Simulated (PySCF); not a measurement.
## Electronic structure of C5H3NP2 in real space

Input

```
{"job": {"kind": "nmr", "xc": "PBE0", "basis": "pcSseg-1"}, "charge": 0, "multiplicity": 1}
N      3.971480    -0.041597    -0.181374
C      2.824261    -0.029555    -0.131332
C      1.417217    -0.014813    -0.067398
P      0.720612     1.573745     0.176459
C     -0.978234     1.233792     0.206539
C     -1.619312     0.017325     0.071743
C     -1.018910    -1.212289    -0.119362
P      0.667960    -1.587926    -0.245944
H     -1.603719     2.107181     0.350691
H     -2.702844     0.028993     0.120001
H     -1.673086    -2.072186    -0.205987
```

Run with:

```sh
OMP_NUM_THREADS=1 python probes_run.py task.json out
```

Geometry: GFN2-xTB.

Level of theory: PBE0/pcSseg-1, SCF density, gas phase, non-relativistic in PySCF 2.14.0.

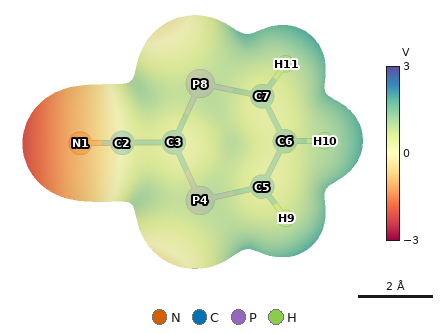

Figure 1. The molecular electrostatic potential painted on the density surface at 0.004 e/bohr³, seen across its widest extent; red is negative and blue positive.

Q: Describe the electrostatic potential map.

A: The most negative region (about −2.1 V, or −48 kcal/mol for a unit charge) lies over N1, the most positive (about +1.9 V, or +44 kcal/mol for a unit charge) over H9, H10 and H11. N1 is the likeliest acceptor of a hydrogen bond.

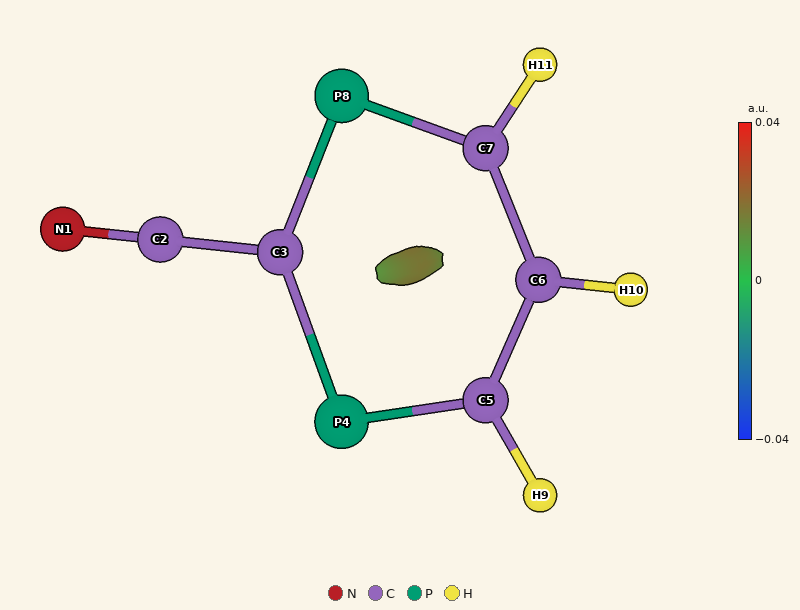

Figure 2. Non-covalent interaction (NCI) plot: the surface where the reduced density gradient is 0.5, for densities under 0.05 a.u., coloured by sign(λ₂)ρ; seen at a tilt.

Q: Which non-covalent interactions does the plot reveal?

A: Inside the ring or cage of C3, P4, C5, C6, C7 and P8: steric crowding (red).

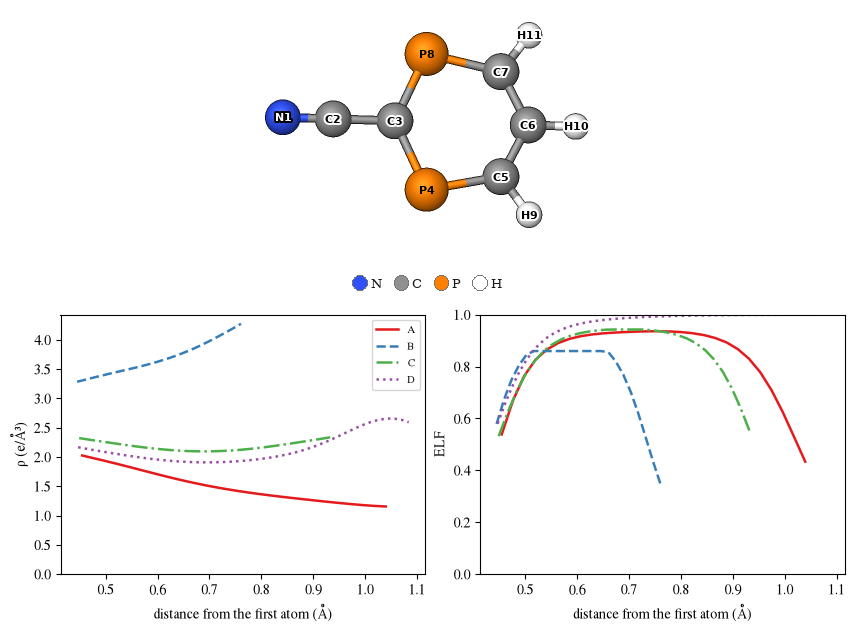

Figure 3. Total electron density and electron localisation function along straight lines between neighbouring atoms. The curves leave out the atomic cores. The structure is drawn too.

Q: Which curve belongs to which contact (C–C, C–H, C–N and C–P)? The first atom named is at distance zero.

A: Curve A: C–P (1.73 Å): ρ is about 1.3 e/Å³ halfway; the ELF peaks at about 0.95 between the atoms (localised, covalent bonding). Curve B: C–N (1.15 Å): the density is about 3.6 e/Å³ at the midpoint; the ELF peaks at about 0.85 between the atoms: a multiple bond. Curve C: C–C (1.38 Å): ρ at the midpoint is about 2.1 e/Å³; the ELF peaks at about 0.95 between the atoms, as expected for localised, covalent bonding. Curve D: C–H (1.08 Å): ρ at the midpoint is about 2 e/Å³; the ELF climbs to about 1 towards the hydrogen, as it does in any bond to H (a covalent bond by its length).
